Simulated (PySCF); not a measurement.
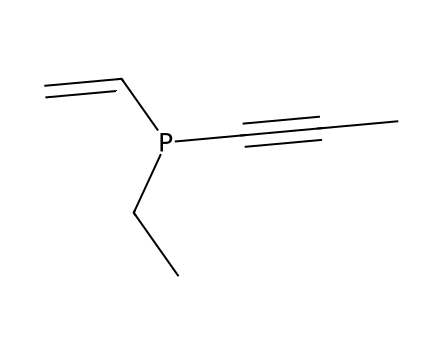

2D structure.

**Give its SMILES.**

C=CP(C#CC)CC

**Give the formula, hydrogens included.**

C7H11P.

**An optimisation with GFN2-xTB gave a structure of which point group?**

C1. Other conformers may differ.

More results for the same structure follow; atom numbers are the same in all pictures, views and colours differ. The computed structure is the end point of a GFN2-xTB optimisation. No frequency run is at hand to confirm it as a minimum.

### Shape

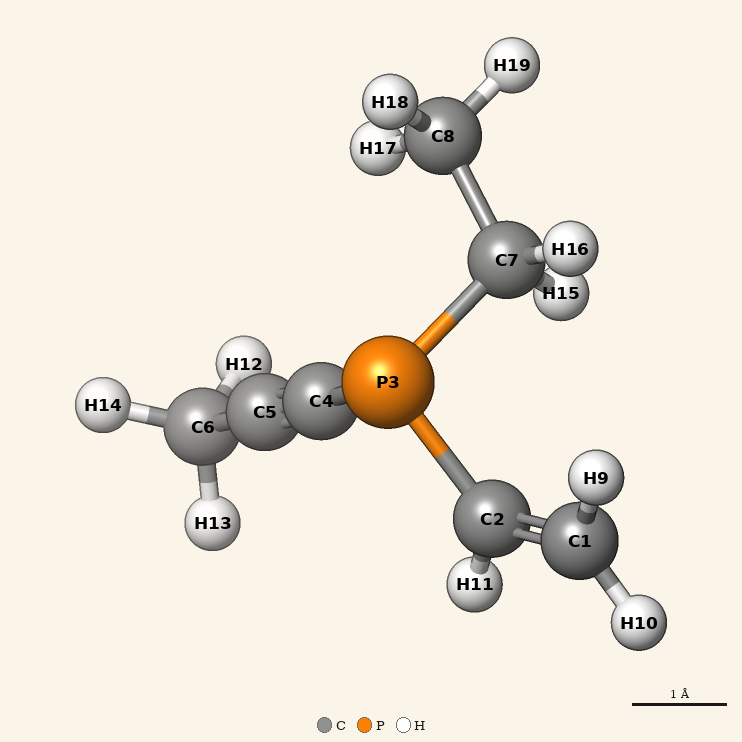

The atoms are numbered. No frequency run is at hand to confirm it as a minimum.

**How are the neighbours of atom 8 arranged?**

C8 has 4 neighbours (C7 at 1.52, H17 at 1.09, H18 at 1.09, H19 at 1.09 Å); the arrangement is tetrahedral.

**Describe the coordination of atom 6.**

C6 has 4 neighbours (C5 at 1.45, H12 at 1.09, H13 at 1.09, H14 at 1.09 Å); the arrangement is tetrahedral.

**How are the neighbours of atom 5 arranged?**

C5 has 2 neighbours (C4 at 1.21, C6 at 1.45 Å); the arrangement is linear.

**What is the geometry at C2?**

C2 has 3 neighbours (C1 at 1.32, P3 at 1.83, H11 at 1.08 Å); the arrangement is trigonal planar.

**Which bond is the longest?**

P3–C7, 1.877 Å.

**What is the dihedral angle C1–C2–P3–C4?**

170° in size, that is anti.

### Dipole moment

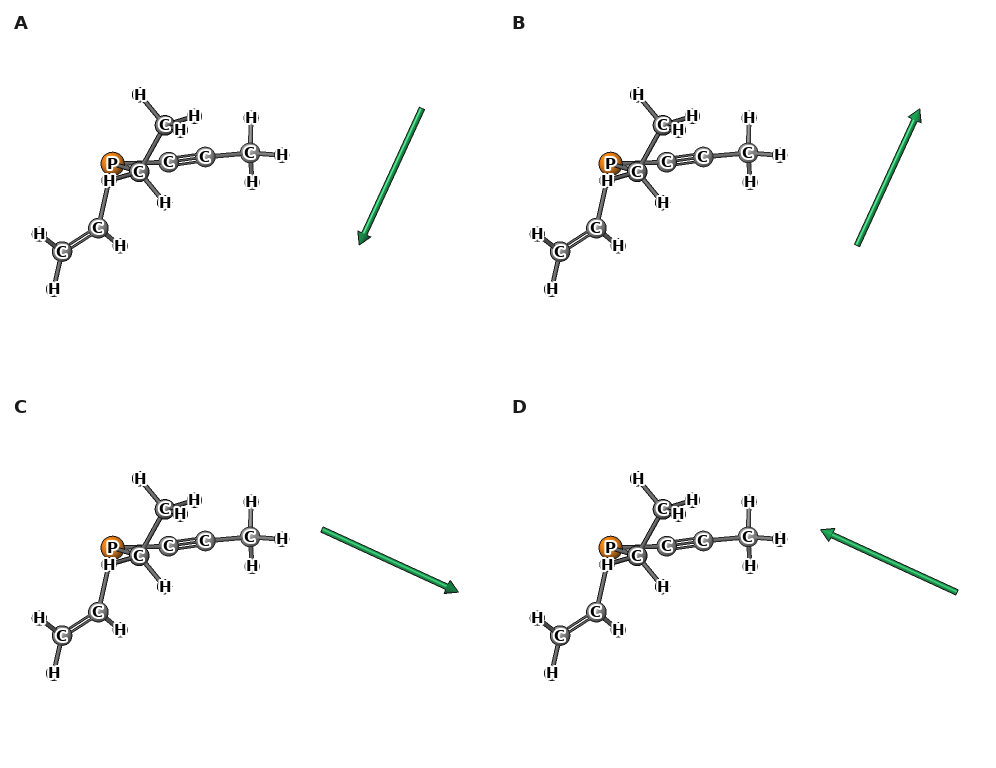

The same molecule four times, each with an arrow. No frequency run is at hand to confirm it as a minimum. Properties computed with PBE0/pcSseg-1, gas phase (PySCF 2.14.0).

**Which arrow points along the dipole moment, from the negative to the positive end?**

C. The dipole moment is 1.68 D.

### NMR shielding

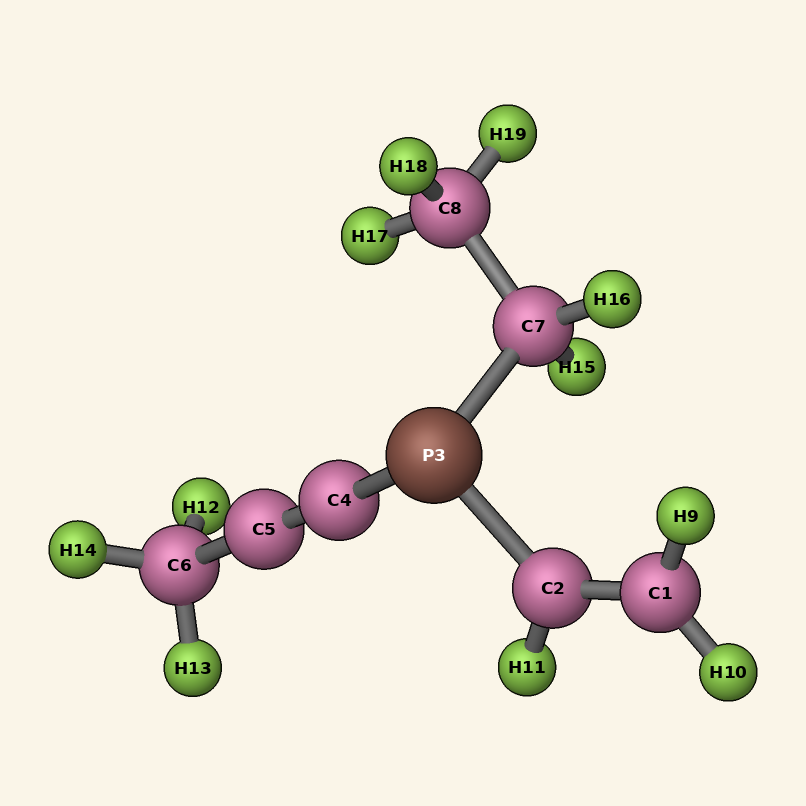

No frequency run is at hand to confirm it as a minimum. Properties computed with GIAO PBE0/pcSseg-1 NMR shielding, non-relativistic, gas phase (PySCF 2.14.0). Principal shieldings σ11 ≤ σ22 ≤ σ33, span Ω = σ33 − σ11, skew κ = 3(σiso − σ22)/Ω.

Give the shielding tensors of the P atoms.

```
atom    σ11    σ22    σ33   σiso      Ω      κ
  P3  325.9  405.8  426.4  386.0  100.4  −0.59
```

Shieldings and span in ppm.

### Excitation

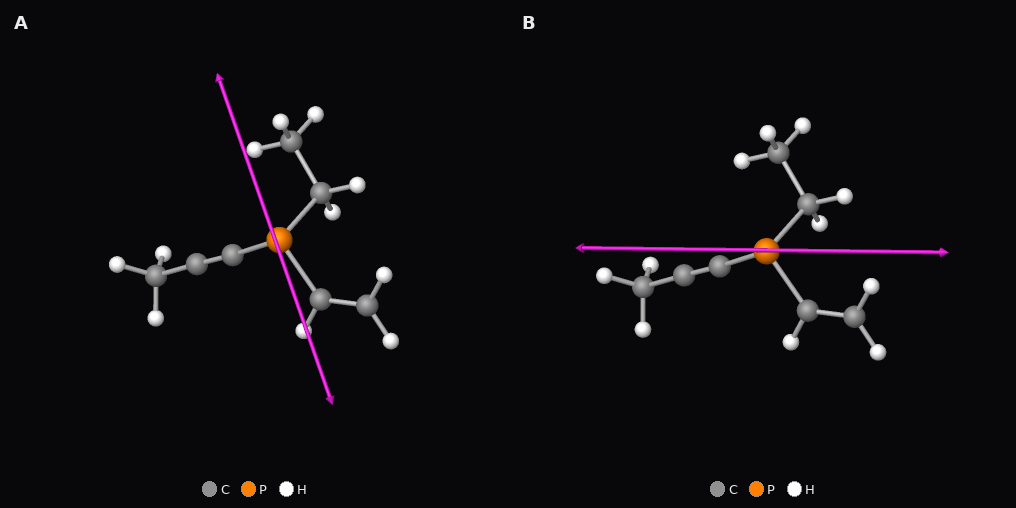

The double arrows show the directions of two transition dipoles from the ground state (lengths mean nothing). No frequency run is at hand to confirm it as a minimum. Method: TDDFT PBE0/def2-SVPD, vertical, gas phase, core orbitals frozen in the response (PySCF 2.14.0).

**One belongs to singlet state 1 and one to singlet state 3. Which is which?**

A: state 1, 4.98 eV (249 nm), oscillator strength 0.062, mainly HOMO → LUMO (weight 0.91).
B: state 3, 5.81 eV (213 nm), oscillator strength 0.11, mainly HOMO → LUMO+2 (weight 0.71).

The geometry is semi-empirical. Around P such bond lengths and angles can be off by a tenth of an ångström or more and by several degrees, and values that hang on the shape move with them.
